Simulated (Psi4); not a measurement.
# CH4FSi (SMILES C[SiH]F): UOMP2/aug-cc-pVDZ (density fitting for correlation)

Aim: the vertical doublet–quartet gap of CH4FSi at UOMP2/aug-cc-pVDZ (density fitting for correlation), from 2 runs. 

Program for the calculation: Psi4 1.11.

1 further run of the same task is left out (set aside as unsound or not needed). Runs told in other sessions of the task aren't counted.

### Step 1. The system as given

CH4FSi has 7 atoms, charge 0, and is taken as a doublet. SMILES: `C[SiH]F`. The coordinates come from a PBE0-D4/def2-TZVP relaxation.

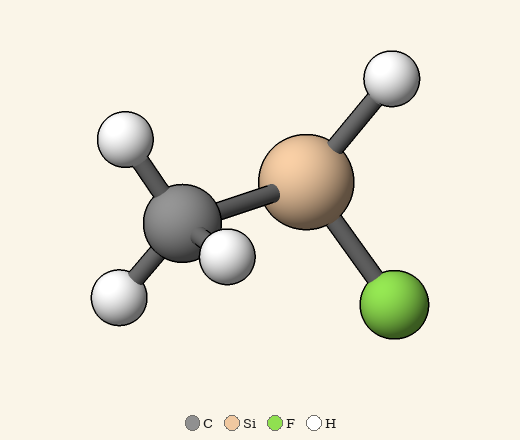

Viewed from a chosen angle; carbon grey, silicon light orange, fluorine green, hydrogen white.

### Step 2. A single-point energy at UOMP2/aug-cc-pVDZ (density fitting for correlation)

Contents of run_ase.py:

```python
import numpy as np
from ase.calculators.psi4 import Psi4
from ase import Atoms

a = Atoms(['C', 'Si', 'F', 'H', 'H', 'H', 'H'], positions=[
    [-0.653500, 0.389500, -0.298000],
    [0.917400, -0.594100, -0.104100],
    [0.640700, -1.812800, 0.909600],
    [-1.444900, -0.207800, -0.754100],
    [-0.470200, 1.260900, -0.931700],
    [-1.000700, 0.738300, 0.679600],
    [2.011300, 0.226000, 0.498700],
])
calc = Psi4(atoms=a, method='omp2', basis='aug-cc-pVDZ', memory='2200MB', num_threads=1, charge=0, multiplicity=2, label='calc', reference='uhf')
calc.psi4.set_options({'puream': True, 'e_convergence': 1e-09, 'd_convergence': 1e-08, 'scf_type': 'pk', 'num_frozen_docc': 7, 'maxiter': 100})
a.calc = calc

print(f'energy: {a.get_potential_energy():.6f} eV')
```

Command:

```bash
python run_ase.py
```

calc.dat, cut to the lines that bear on the results:

```text
[...]
  Running in c1 symmetry.
[...]
  Nuclear repulsion =  106.882451970993884
[...]
  Multiplicity = 2
[...]
  Nalpha       = 17
  Nbeta        = 16
[...]
    Number of basis functions: 109
[...]
   @UHF iter   1:  -428.48759171179842   -7.14834e-01   4.28520e-03 DIIS/ADIIS
[...]
   @UHF iter  13:  -428.60841126835419   -2.26237e-11   8.25038e-09 DIIS
[...]
   @S^2 Observed:                7.530059551E-01
[...]
    Orbital Energies [Eh]
    ---------------------
    Alpha Occupied:
       1A    -68.835299     2A    -26.292107     3A    -11.230489
       4A     -6.177662     5A     -4.288894     6A     -4.281753
       7A     -4.279916     8A     -1.586456     9A     -0.967741
      10A     -0.757627    11A     -0.666172    12A     -0.661116
      13A     -0.610232    14A     -0.574939    15A     -0.563212
      16A     -0.471927    17A     -0.338125
    Alpha Virtual:
      18A      0.035285    19A      0.050148    20A      0.052277
      21A      0.055527    22A      0.080156    23A      0.081905
      24A      0.086341    25A      0.137117    26A      0.147607
[...]
  @UHF Final Energy:  -428.60841126835419
   => Energetics <=
    Nuclear Repulsion Energy =            106.8824519709938841
    One-Electron Energy =                -806.3137053488626407
    Two-Electron Energy =                 270.8228421095145677
    Total Energy =                       -428.6084112683541889
  UHF NO Occupations:
  HONO-2 :   15  A 1.9998420
  HONO-1 :   16  A 1.9988246
  HONO-0 :   17  A 1.0000000
  LUNO+0 :   18  A 0.0011754
  LUNO+1 :   19  A 0.0001580
[...]
 Multipole Moments:
 ------------------------------------------------------------------------------------
     Multipole            Electronic (a.u.)      Nuclear  (a.u.)        Total (a.u.)
 ------------------------------------------------------------------------------------
 L = 1.  Multiply by 2.5417464519 to convert [e a0] to [Debye]
 Dipole X            :          2.5304706           -2.7379416           -0.2074710
 Dipole Y            :         -4.9671736            5.5794419            0.6122683
 Dipole Z            :          1.4216742           -1.7976210           -0.3759467
 Magnitude           :                                                    0.7478319
[...]
	Warning: cc_lambda option is changed to TRUE
	For this residual convergence, default PCG convergence is:     1.00e-07
[...]
	DF-SCS-MP2 Total Energy (a.u.)     :  -429.04661370334247
	DF-SOS-MP2 Total Energy (a.u.)     :  -429.04429733672509
[...]
	DF-SCS-OMP2 Total Energy (a.u.)    :  -429.05088309861890
	DF-SOS-OMP2 Total Energy (a.u.)    :  -429.01365475265447
	DF-SCS(N)-OMP2 Total Energy (a.u.) :  -428.79879588115875
[...]
	DF-OMP2 Total Energy (a.u.)        :  -429.05676903417236
[...]
```

On the terminal:

```text
energy: -11675.229369 eV
```

It took 86 s on 1 thread of AMD EPYC 7R43 (Zen 3), shared host; peak memory 0.58 GiB.

### Step 3. The quartet, same level

Contents of job.json:

```json
{
  "schema_name": "qcschema_input",
  "schema_version": 1,
  "molecule": {
    "schema_name": "qcschema_molecule",
    "schema_version": 2,
    "symbols": ["C", "Si", "F", "H", "H", "H", "H"],
    "geometry": [-1.23493602, 0.73604833, -0.56313839, 1.73363475, -1.12268629, -0.19672049, 1.21074753, -3.42569552, 1.71889488, -2.73046528, -0.39268509, -1.42504247, -0.88854922, 2.38275567, -1.76065783, -1.89104893, 1.3951848, 1.28425787, 3.80080615, 0.4270781, 0.94240642],
    "molecular_charge": 0,
    "molecular_multiplicity": 4,
    "fix_symmetry": "c1"
  },
  "driver": "energy",
  "model": {
    "method": "omp2",
    "basis": "aug-cc-pVDZ"
  },
  "keywords": {
    "reference": "uhf",
    "puream": true,
    "e_convergence": 1e-09,
    "d_convergence": 1e-08,
    "scf_type": "pk",
    "num_frozen_docc": 7,
    "maxiter": 100
  }
}
```

Command:

```bash
psi4 --qcschema job.json -n 1 --memory 2200MB
```

stdout, cut to the lines that bear on the results:

```text
[...]
  Running in c1 symmetry.
[...]
  Nuclear repulsion =  106.882452003914793
[...]
  Multiplicity = 4
[...]
  Nalpha       = 18
  Nbeta        = 15
[...]
    Number of basis functions: 109
[...]
   @UHF iter   1:  -428.18581230567349   -4.13054e-01   4.03517e-03 DIIS/ADIIS
[...]
   @UHF iter  29:  -428.31708884220319   -1.04421e-10   7.32040e-09 DIIS
[...]
   @S^2 Observed:                3.778848833E+00
[...]
  @UHF Final Energy:  -428.31708884220319
   => Energetics <=
    Nuclear Repulsion Energy =            106.8824520039147927
    One-Electron Energy =                -804.7192008959659688
    Two-Electron Energy =                 269.5196600498480279
    Total Energy =                       -428.3170888422031908
  UHF NO Occupations:
  HONO-2 :   16  A 1.0000000
  HONO-1 :   17  A 1.0000000
  HONO-0 :   18  A 1.0000000
  LUNO+0 :   19  A 0.0125684
  LUNO+1 :   20  A 0.0007884
[...]
 Multipole Moments:
 ------------------------------------------------------------------------------------
     Multipole            Electronic (a.u.)      Nuclear  (a.u.)        Total (a.u.)
 ------------------------------------------------------------------------------------
 L = 1.  Multiply by 2.5417464519 to convert [e a0] to [Debye]
 Dipole X            :          1.5066445           -2.7379416           -1.2312971
 Dipole Y            :         -4.7125463            5.5794419            0.8668956
 Dipole Z            :          2.0264974           -1.7976209            0.2288765
 Magnitude           :                                                    1.5231497
[...]
	Warning: cc_lambda option is changed to TRUE
	For this residual convergence, default PCG convergence is:     1.00e-07
[...]
	DF-SCS-MP2 Total Energy (a.u.)     :  -428.74927061264458
	DF-SOS-MP2 Total Energy (a.u.)     :  -428.74416453664048
[...]
	DF-SCS-OMP2 Total Energy (a.u.)    :  -428.75938477480304
	DF-SOS-OMP2 Total Energy (a.u.)    :  -428.71801069891410
	DF-SCS(N)-OMP2 Total Energy (a.u.) :  -428.52000230582325
[...]
	DF-OMP2 Total Energy (a.u.)        :  -428.77272234075571
[...]
```

The result, in JSON:

```text
{
 "driver": "energy",
 "model": {
  "method": "omp2",
  "basis": "aug-cc-pVDZ"
 },
 "success": true,
 "return_result": -428.7727223407557,
 "properties": {
  "calcinfo_nbasis": 109,
  "calcinfo_nmo": 109,
  "calcinfo_nalpha": 18,
  "calcinfo_nbeta": 15,
  "calcinfo_natom": 7,
  "nuclear_repulsion_energy": 106.88245200391479,
  "return_energy": -428.7727223407557,
  "scf_one_electron_energy": -804.719200895966,
  "scf_two_electron_energy": 269.519660049848,
  "scf_dipole_moment": [-1.231297088132104, 0.8668956026553447, 0.2288764550625908],
  "scf_total_energy": -428.3170888422032,
  "scf_iterations": 29,
  "mp2_same_spin_correlation_energy": -0.1138741574976686,
  "mp2_opposite_spin_correlation_energy": -0.32851976495178414,
  "mp2_singles_energy": 0.0,
  "mp2_doubles_energy": -0.44239392244945275,
  "mp2_correlation_energy": -0.44239392244946885,
  "mp2_total_energy": -428.75948276465266
 }
}
```

Wall time 97 s (1 thread of AMD EPYC 7R43 (Zen 3), shared host); peak memory 0.54 GiB.

### Step 4. What came out

Level: UOMP2/aug-cc-pVDZ (density fitting for correlation), 7 core orbitals frozen.

| quantity | value |
| --- | --- |
| doublet: total energy | -429.05677 Eh |
| doublet: HOMO energy (Hartree–Fock orbitals) (highest over α and β) | -9.20 eV |
| doublet: LUMO energy (Hartree–Fock orbitals) (lowest over α and β) | 0.77 eV |
| doublet: correlation energy (7 core orbitals frozen) | -448.4 mEh |
| doublet: ⟨S²⟩ of the reference determinant | 0.753 |
| quartet: total energy | -428.77272 Eh |
| quartet: HOMO energy (Hartree–Fock orbitals) (highest over α and β) | -3.68 eV |
| quartet: correlation energy (7 core orbitals frozen) | -455.6 mEh |
| quartet: ⟨S²⟩ of the reference determinant | 3.779 |
| vertical energy of the quartet above the doublet | 7.729 eV |

What this shows: At this shape the quartet lies 7.73 eV (746 kJ/mol) above the doublet.
